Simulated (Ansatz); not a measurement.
Single-point calculation of Si$_{2}$H$_{2}$Cl$_{3}$F

System: Si$_{2}$H$_{2}$Cl$_{3}$F.
Method: UKS B97/aug-cc-pVDZ (Ansatz 0.2.0).

Some settings of this run were made unusual or wrong on purpose. The geometry comes from this level: PBE0-D4/def2-TZVP. Figures and captions count atoms from 1; the log counts them from 0 in places.

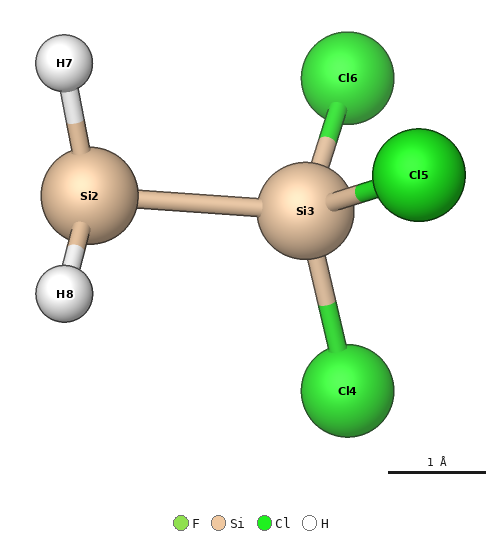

Fig. 1: The structure (ball-and-stick view, seen at a tilt; atoms are numbered from 1 in the order of the input).

The input:
```yaml
crystal:
  periodic: [false, false, false]
  atoms:
    - {symbol: F, position_ang: [0.445241, -0.969822, 0.571740]}
    - {symbol: Si, position_ang: [0.445241, -1.019822, 0.571740]}
    - {symbol: Si, position_ang: [-0.361585, 0.883886, -0.522455]}
    - {symbol: Cl, position_ang: [-2.161609, 0.530219, -1.412206]}
    - {symbol: Cl, position_ang: [0.998663, 1.384359, -1.963704]}
    - {symbol: Cl, position_ang: [-0.566941, 2.454752, 0.760931]}
    - {symbol: H, position_ang: [1.749749, -0.707575, 1.203638]}
    - {symbol: H, position_ang: [0.578889, -2.128073, -0.404174]}
basis:
  gaussian: {orbitals: aug-cc-pVDZ, final_grid: {core_spheres: 5, valence_spheres: 4, degree: 11}}
magnetization: {spin_polarized: true, initial_magnetization: 0}
hamiltonian: {xc: {name: B97}}
output: {forces: true}
```

Run on 4 threads of AMD EPYC, 23 GiB of memory available, shared host.

Launch command:
```bash
ansatz run in.yaml --threads 4 --pin off --events-out ev --progress --plain --max-ram 10444MiB
```

The program's output:
```
Functional definition: B97
  name "B97"
  cite "Becke, J. Chem. Phys. 107, 8554 (1997) doi:10.1063/1.475007"
  parameter cx = 0.1943
  parameter cx0 = 0.8094
  parameter cx1 = 0.5073
  parameter cx2 = 0.7481
  parameter css0 = 0.1737
  parameter css1 = 2.3487
  parameter css2 = -2.4868
  parameter cos0 = 0.9454
  parameter cos1 = 0.7471
  parameter cos2 = -4.5961
  exchange = spin_sum(e_x_unif_s*poly(b97_u_x, cx0, cx1, cx2)) + cx*exact_x
  correlation = spin_sum(e_c_pw_same_spin*poly(b97_u_same, css0, css1, css2))
      + integral(e_c_pw_opposite_spin*poly(b97_u_opposite, cos0, cos1, cos2))
1722 factors; integrals over basis functions are off by at most 9.6e-4 eV
mean field evaluation 1: about -29509.2411 eV, gradient 6.1e1 eV
mean field evaluation 2: about -29379.5039 eV, gradient 1.8e2 eV
mean field evaluation 4: about -29513.5121 eV, gradient 1.5e1 eV
mean field evaluation 8: about -29514.3431 eV, gradient 4.6e-1 eV
mean field evaluation 16: about -29518.1147 eV, gradient 1.3e-1 eV
mean field evaluation 32: about -29518.6379 eV, gradient 1.7e-2 eV
mean field evaluation 64: about -29518.3677 eV, gradient 1.5e0 eV
a density is far from that of the atoms, so the factors are made again for it
1885 factors; integrals over basis functions are off by at most 3.1e-4 eV
mean field -29518.62691385 eV, -1084.7895306402 hartree, gradient 1.8e-5 eV, S^2 0.917786; 0 other end points of the search recorded, 0 dependent functions left out
the calculation of the forces begins
reference -29518.62695124 eV, -1084.7895320142 hartree; 45, 45 occupied and 131, 131 virtual orbitals, 1885 factors
Total energy: -29518.62695124 eV, -1084.7895320142 hartree
Atom 0 at     0.445241    -0.969822     0.571740 Å, force    96.245470 673913.025530   331.808211 eV/Å
Atom 1 at     0.445241    -1.019822     0.571740 Å, force  -115.554664 -673908.576352  -324.313410 eV/Å
Atom 2 at    -0.361585     0.883886    -0.522455 Å, force     5.111055    -6.432494     1.058464 eV/Å
Atom 3 at    -2.161609     0.530219    -1.412206 Å, force    -2.071711    -1.026543    -0.413795 eV/Å
Atom 4 at     0.998663     1.384359    -1.963704 Å, force     0.657696    -1.763678    -1.520553 eV/Å
Atom 5 at    -0.566941     2.454752     0.760931 Å, force    -2.244060     3.473695    -1.686546 eV/Å
Atom 6 at     1.749749    -0.707575     1.203638 Å, force    10.206806    -3.179676    -4.288323 eV/Å
Atom 7 at     0.578889    -2.128073    -0.404174 Å, force     7.649409     4.479518    -0.644047 eV/Å
Dipole moment:    -0.154942    -0.450351     0.380807 e Å
```

Outcome:

- outcome: converged
- total energy: −29518.6270 eV
- ⟨S²⟩: 0.918
- SCF solution under orbital rotations: stable
- largest force (length of the vector): 673913.114 eV/Å
- dipole moment: 2.93 D
- wall time: 38 s (CPU time 2.4 min)
- peak memory: 1 GiB

Diagnosis:

This input holds a deliberate fault: two atoms are placed far too close. The program still converged, but the numbers can't be taken as results for the intended system. ⟨S²⟩ is 0.92 against 0.00 for a pure state: the solution is spin-contaminated.
